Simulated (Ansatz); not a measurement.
# BaZn (Pm-3m): the cell at rest

Task: relax BaZn (Pm-3m) tightly.

Program: Ansatz 0.2.0. Level of theory: DFT PBEsol, scalar-relativistic, plane waves, PAW; PAW set soft_1. Results are calculated unless marked as measured.

## Step 1: The structure

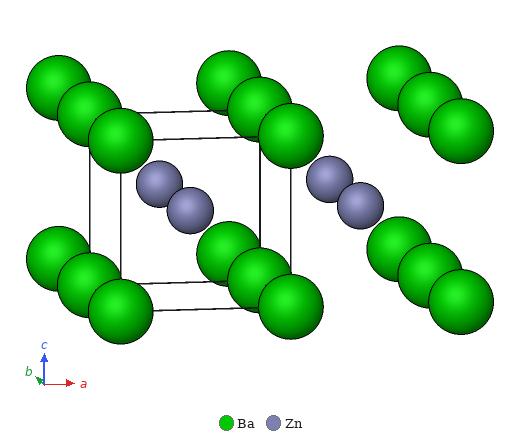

The cell as given, slightly off an axis (barium green, zinc blue). 2×2×1 cells are drawn. Some periodic images of atoms are drawn too.

## Step 2: Probe on a coarse mesh

A quick single point on a coarse mesh tells whether the cell has a gap and how far it is from rest, which sets the k mesh and smearing that follow.

The input, input.yaml:

```yaml
crystal:
  lattice:
    - [4.07851334, 0.0, 0.0]
    - [0.0, 4.07851334, 0.0]
    - [0.0, 0.0, 4.07851334]
  atoms:
    - { symbol: Ba, position: [0.0, 0.0, 0.0] }
    - { symbol: Zn, position: [0.5, 0.5, 0.5] }
kpoints:
  mp_grid: { grid: [4, 4, 4] }
hamiltonian:
  xc: pbesol
  pseudopotentials: { kind: paw, azcp: { folder: soft_1 }, xc_functional: pbe }
scf:
  occupations: { method: gaussian, width: 0.1 }
output:
  forces: true
  stress: true
  eigenvalues: true
```

The run is started by

```sh
$ ansatz run input.yaml --threads 4 --pin off --max-ram 10240MiB --backend cpu --events-out ev --progress --plain --runs-dir out
```

Numbers of over 12 decimals in the logs are rounded to 6 here.

Output:

```text
Engine: ansatz 0.2.0, aarch64-unknown-linux-gnu
Pseudopotentials: kind: paw
Pseudopotential: Ba, paw, valence charge 10, recommended cutoff 420 eV (normal), soft_1/Ba.paw.azcp
Pseudopotential: Zn, paw, valence charge 12, recommended cutoff 420 eV (normal), soft_1/Zn.paw.azcp
Functional definition: PBEsol
  exchange = pbesol_x
  correlation = pbesol_c
Crystal: 2 atoms, lattice volume = 67.843 Å³
[...]
P = ⅓ Tr σ = -1.8500 GPa (-18.500 kbar)
--- Band table (eV; the first three rows and the last of 10) ---
  k-point 0: bands = [... 7 lower, 0.7568, 0.7568, 2.3492, 8.2238, 8.2238, 11.2678, 11.2678, 11.2678]
  k-point 1: bands = [... 7 lower, 0.7580, 0.7595, 3.0944, 7.6104, 8.4799, 10.0543, 10.0543, 10.9556]
  k-point 2: bands = [... 7 lower, 0.7623, 0.7791, 4.4024, 5.7986, 8.8125, 9.3534, 9.3534, 12.5493]
  k-point 9: bands = [... 7 lower, 0.8170, 0.8170, 5.7696, 6.4711, 6.4711, 6.4711, 13.1940, 13.1940]
[key lines of the parts left out:]
SCF converged after 9 iterations
Free energy (F): -9143.896803 eV
Fermi energy:    7.574077 eV
```

Elapsed: 0.51 s, on 4 threads of Arm Neoverse V2, shared host; peak memory 0.3 GiB; 1.4 s of CPU time.

This step gave:

```
pressure          : -1.850 GPa
volume per atom   : 33.92 Å³
gap on the k-mesh : 0 eV
```

The coarse mesh shows no gap and a pressure of -1.9 GPa.

## Step 3: Bringing the structure to rest

Harmonic phonons are second derivatives at a point where the forces vanish, and they are wanted at zero stress, so atoms and cell are relaxed first.

Changes to input.yaml since step 2:

```diff
@@ -9,3 +9,3 @@
 kpoints:
-  mp_grid: { grid: [4, 4, 4] }
+  mp_grid: { grid: [10, 10, 10] }
 hamiltonian:
@@ -19 +19,6 @@
   eigenvalues: true
+relax:
+  adjacent_minimum: "off"
+  f_tol: 0.005
+  max_steps: 80
+  cell: { stress_tol: 0.05 }
```

Output:

```text
[...]
Crystal: 2 atoms, lattice volume = 67.843 Å³
Basis set: ecut = 420 eV, 1357 PW (Γ), exchange–correlation on 60×60×60 points (8 copies of the dense FFT grid, shifted against one another)
Bands: 15, of which v1, the nominal top of the filled ones, is band 11 counted from 1 (10 counted from 0)
Symmetry: 48 space group operations
[...]
k-points: 56 of 1000
[...]
SCF iter   1: F=—  HF=-9145.295551 eV  |F-HF|=—  |Δ(HF+E_count)|=         —  Δρ=9.42e-2  dr2=5.64e0  ethr=3.10e-3  ⟨swp⟩=7.8  Hψ=5992  notcnv=0
[...]
SCF iter   9: F=-9143.914749 eV  HF=-9143.914749 eV  |F-HF|=4.48e-8  |Δ(HF+E_count)|=   4.54e-8  Δρ=1.08e-5  dr2=5.05e-8  ethr=4.55e-10  ⟨swp⟩=7.3  Hψ=4703  notcnv=0
SCF 1 converged in 9 iterations: F = -9143.914749 eV  dr2 = 5.05e-8
[...]
relax step   1: F+E_penalty+E_count = -9143.91474891 eV  Δ(F+E_penalty+E_count) = +0.000e0 eV  max|allowed force component| = 2.021e-28 eV/Å  Δτ_max = 0.0000 Å  P = -1.392 GPa  Ω = 67.843 Å³  (9 SCF iters, dr2 threshold 1.00e-7 eV, accepted)
Crystal: 2 atoms, lattice volume = 65.489 Å³
Basis set: ecut = 420 eV, 1309 PW (Γ), exchange–correlation on 60×60×60 points (8 copies of the dense FFT grid, shifted against one another)
[...]
iter 1 solved again at ethr=2.11e-5 eV; its pass at ethr=3.10e-3 eV (dr2=4.65e-3 eV) is discarded
[...]
SCF iter   6: F=-9143.930643 eV  HF=-9143.930643 eV  |F-HF|=6.10e-8  |Δ(HF+E_count)|=   1.63e-6  Δρ=7.31e-6  dr2=1.02e-7  ethr=9.09e-10  ⟨swp⟩=4.5  Hψ=4733  notcnv=0
SCF 2 converged in 6 iterations: F = -9143.930643 eV  dr2 = 1.02e-7
relax step   2: F+E_penalty+E_count = -9143.93064303 eV  Δ(F+E_penalty+E_count) = -1.589e-2 eV  max|allowed force component| = 3.017e-29 eV/Å  Δτ_max = 0.0000 Å  P = -0.692 GPa  Ω = 65.489 Å³  energy of the carried Pulay correction = +4.137e-4 eV  (6 SCF iters, dr2 threshold 2.00e-7 eV, accepted)
Crystal: 2 atoms, lattice volume = 63.316 Å³
Basis set: ecut = 420 eV, 1237 PW (Γ), exchange–correlation on 60×60×60 points (8 copies of the dense FFT grid, shifted against one another)
[...]
SCF iter   6: F=-9143.935300 eV  HF=-9143.935300 eV  |F-HF|=8.03e-8  |Δ(HF+E_count)|=   1.77e-6  Δρ=7.98e-6  dr2=1.22e-7  ethr=9.09e-10  ⟨swp⟩=4.6  Hψ=4744  notcnv=0
SCF 3 converged in 6 iterations: F = -9143.935300 eV  dr2 = 1.22e-7
relax step   3: F+E_penalty+E_count = -9143.93529958 eV  Δ(F+E_penalty+E_count) = -4.657e-3 eV  max|allowed force component| = 1.249e-29 eV/Å  Δτ_max = 0.0000 Å  P = +0.088 GPa  Ω = 63.316 Å³  energy of the carried Pulay correction = +8.144e-4 eV  (6 SCF iters, dr2 threshold 2.00e-7 eV, accepted)
[...]
relax step   4: F+E_penalty+E_count = -9143.93531622 eV  Δ(F+E_penalty+E_count) = -1.664e-5 eV  max|allowed force component| = 1.055e-29 eV/Å  Δτ_max = 0.0000 Å  P = -0.005 GPa  Ω = 63.554 Å³  energy of the carried Pulay correction = +7.696e-4 eV  (6 SCF iters, dr2 threshold 1.93e-8 eV, accepted)
Basis set: ecut = 420 eV, 1237 PW (Γ), exchange–correlation on 54×54×54 points (8 copies of the dense FFT grid, shifted against one another)
[...]
SCF iter   1: F=—  HF=-9143.934560 eV  |F-HF|=—  |Δ(HF+E_count)|=         —  Δρ=1.07e-4  dr2=2.67e-6  ethr=6.13e-6  ⟨swp⟩=2.3  Hψ=7433  notcnv=0
eigensolver tolerance schedule: the retry pair's looser diagonalisation over-reported the residual by 503.27 of it (diagonalisation noise at 356.27 of the residual, at the tolerance the schedule requests for it); recorded, not acted on — ethr = c·dr2/N_el stays at c = 1.0e-1
[...]
SCF iter   2: F=—  HF=-9143.934545 eV  |F-HF|=—  |Δ(HF+E_count)|=   1.51e-5  Δρ=1.50e-4  dr2=6.71e-6  ethr=1.22e-8  ⟨swp⟩=2.3  Hψ=1464  notcnv=0
[...]
SCF iter   7: F=-9143.934545 eV  HF=-9143.934545 eV  |F-HF|=1.82e-12  |Δ(HF+E_count)|=    0.00e0  Δρ=4.24e-8  dr2=2.14e-12  ethr=1.00e-12  ⟨swp⟩=4.3  Hψ=4273  notcnv=0
SCF 5 converged in 7 iterations: F = -9143.934545 eV  dr2 = 2.14e-12
relax step   5: F+E_penalty+E_count = -9143.93454462 eV  Δ(F+E_penalty+E_count) = +7.716e-4 eV  max|allowed force component| = 3.205e-30 eV/Å  Δτ_max = 0.0000 Å  P = -0.005 GPa  Ω = 63.554 Å³  stress off target by 5.38e-3 GPa  SCF on the basis re-selected at this cell (its energy is not comparable with the rows above)  (7 SCF iters)
basis re-selected at this cell: Δ(F+E_penalty+E_count) = +7.716e-4 eV, ΔP = -0.001 GPa vs the last step (what re-selecting the basis moved, of the pressure what is left beyond the Pulay correction that the steps carried, after the strain that the cell walked since its last selection, with what the two solves' SCF thresholds leave and, on support functions, any second-order correction that the steps lacked; it is no measure of the basis error at this ecutwfc). The dense FFT grid was sized anew with the basis: this SCF ran on 27×27×27 points, the steps before it on 30×30×30, so part of this shift can come from that change (see relax.cell in the input reference). [rest of the remark cut]
SCF converged after 7 iterations
Free energy (F): -9143.934545 eV
[...]
Internal energy: -9143.926248 eV  (E = F + TS)
E sigma→0 (E₀):  -9143.930396 eV
Entropy (-TS):   -0.008297 eV (-4.149 meV/atom)
Fermi energy:    8.287012 eV
[...]
--- Stress (GPa, compression-positive) ---
       -0.005375      -0.000000       0.000000
       -0.000000      -0.005375      -0.000000
        0.000000      -0.000000      -0.005375
  P = ⅓ Tr σ = -0.0054 GPa (-0.054 kbar)
--- Band table (eV; the first three rows and the last of 56) ---
  k-point 0: bands = [... 7 lower, 1.3939, 1.3939, 2.8794, 8.8312, 8.8312, 12.1061, 12.1061, 12.1061]
  k-point 1: bands = [... 7 lower, 1.3944, 1.3945, 3.0234, 8.8585, 8.8776, 11.7403, 11.7403, 11.7554]
  k-point 2: bands = [... 7 lower, 1.3960, 1.3961, 3.4217, 8.6392, 9.0081, 11.1007, 11.1007, 11.5374]
  k-point 55: bands = [... 7 lower, 1.4636, 1.4636, 6.4995, 6.9822, 6.9822, 6.9822, 14.2051, 14.2051]
--- Relaxed structure (4 steps of the walk, 4 accepted, 1 SCFs on fresh bases) ---
  F+E_penalty+E_count = -9143.93454462 eV   max|allowed force component| = 3.205e-30 eV/Å   (the final SCF, on the basis selected at the relaxed cell)
  cell:  # Å, volume = 63.5538 Å³
    - [3.990683, 0, 0]
    - [0, 3.990683, 0]
    - [0, 0, 3.990683]
  atoms:
    - { symbol: Ba, position: [0, 0, 0] }
    - { symbol: Zn, position: [0.5, 0.5, 0.5] }
```

Elapsed: 5.6 s, on 4 threads; peak memory 0.38 GiB.

Step by step:

```tsv
step	energy less that of the first step (eV)	largest force component (eV/Å)	pressure (GPa)	volume (Å³)
1	0.0000	0.0000	-1.39	67.84
2	-0.0159	0.0000	-0.69	65.49
3	-0.0206	0.0000	0.09	63.32
4	-0.0206	0.0000	0.00	63.55
5*	-0.0198	0.0000	-0.01	63.55
```

Relaxation steps marked * repeat the geometry before them on a plane-wave basis chosen anew for their cell, so energy and pressure can jump there.

The run keeps the 48 symmetry operations that it works with, so distortions that break them were not tested.

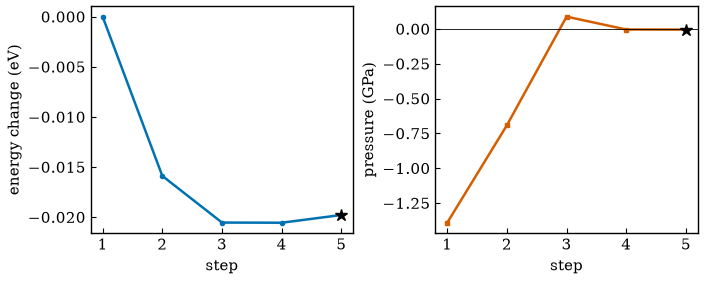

Energy and pressure along the relaxation. Stars mark steps on a basis chosen anew.

```tsv
conventional cell, symmetrised	before	after	change
a (Å)	4.079	3.991	-2.2 %
b (Å)	4.079	3.991	-2.2 %
c (Å)	4.079	3.991	-2.2 %
volume (Å³/atom)	33.92	31.78	-6.3 %
```

Final coordinates:

```
Ba Zn
1.0
     3.99068    0.00000    0.00000
     0.00000    3.99068    0.00000
     0.00000    0.00000    3.99068
Ba Zn
1 1
Cartesian
  0.0000 0.0000 0.0000
  1.9953 1.9953 1.9953
```

Numbers from this step:

| Property | Result |
| --- | --- |
| pressure | -0.005375 GPa |
| volume per atom | 31.78 Å³ |

In this step the volume went from 33.92 to 31.78 Å³/atom.

## Step 4: Tight relaxation

Phonons need a cell at rest on their own settings, so the relaxation is repeated with tight tolerances on forces and stress, using the mesh and the filling of the phonon run that follows.

input.yaml, the sections that differ from step 3:

```yaml
crystal:
  lattice:
    - [3.9906826975, 0.0, 0.0]
    - [0.0, 3.9906826975, 0.0]
    - [0.0, 0.0, 3.9906826975]
  atoms:
    - { symbol: Ba, position: [0.0, 0.0, 0.0] }
    - { symbol: Zn, position: [0.5, 0.5, 0.5] }
kpoints:
  mp_grid: { grid: [12, 12, 12] }
scf:
  occupations: { method: methfessel_paxton, width: 0.2 }
relax:
  adjacent_minimum: "off"
  f_tol: 0.001
  max_steps: 60
  cell: { stress_tol: 0.01 }
# hamiltonian, output: as in step 3
```

Output:

```text
[...]
Crystal: 2 atoms, lattice volume = 63.554 Å³
Basis set: ecut = 420 eV, 1237 PW (Γ), exchange–correlation on 54×54×54 points (8 copies of the dense FFT grid, shifted against one another)
Bands: 15, of which v1, the nominal top of the filled ones, is band 11 counted from 1 (10 counted from 0)
Symmetry: 48 space group operations
[...]
k-points: 84 of 1728
[...]
k-point 83: bands = [... 7 lower, 1.4601, 1.4601, 6.4977, 6.9818, 6.9818, 6.9818, 14.2052, 14.2052]
--- Relaxed structure (1 steps of the walk, 1 accepted, 1 SCFs on fresh bases) ---
[...]
cell:  # Å, volume = 63.5538 Å³
    - [3.9906826975, 0.0, 0.0]
    - [0.0, 3.9906826975, 0.0]
    - [0.0, 0.0, 3.9906826975]
  atoms:
    - { symbol: Ba, position: [0.0, 0.0, 0.0] }
    - { symbol: Zn, position: [0.500000, 0.500000, 0.500000] }
[key lines of the parts left out:]
SCF converged after 7 iterations
Free energy (F): -9143.929819 eV
Fermi energy:    8.330175 eV
P = ⅓ Tr σ = -0.0031 GPa (-0.031 kbar)
```

Wall time 3.5 s (4 threads); peak memory 0.39 GiB.

Little changed from the start: no atom moved by 0.005 Å and no cell edge by 0.1 %.

Numbers from this step:

* pressure: -0.003079 GPa

The forces vanish by symmetry and the pressure is -0.003 GPa, within the tolerances set. The cell now holds 31.78 Å³/atom.

## Step 5: Summary of results

```
space group after relaxation (within 0.01 Å) : Pm-3m
lattice constant a                           : 3.991 Å
lattice constant b                           : 3.991 Å
lattice constant c                           : 3.991 Å
volume per atom                              : 31.8 Å³
```

In words: The forces vanish by symmetry and the pressure is -0.003 GPa, within the tolerances set. The cell now holds 31.78 Å³/atom. The relaxation keeps the symmetry of its start, so it says nothing on stability against lower symmetry. Spin-orbit coupling is left out, which can matter for the heavy elements here. The PAW files were made for PBE and serve the other functionals too.

[Logs are printed without paths, hosts, clocks, repeated set-up lines and the standing remarks that a program may print on its own settings, such as how far it seeks lower states.]

[Hosts, paths, dates, database ids (printed as entryN), source tags and the programs' standing remarks are cut or masked in the printed files.]
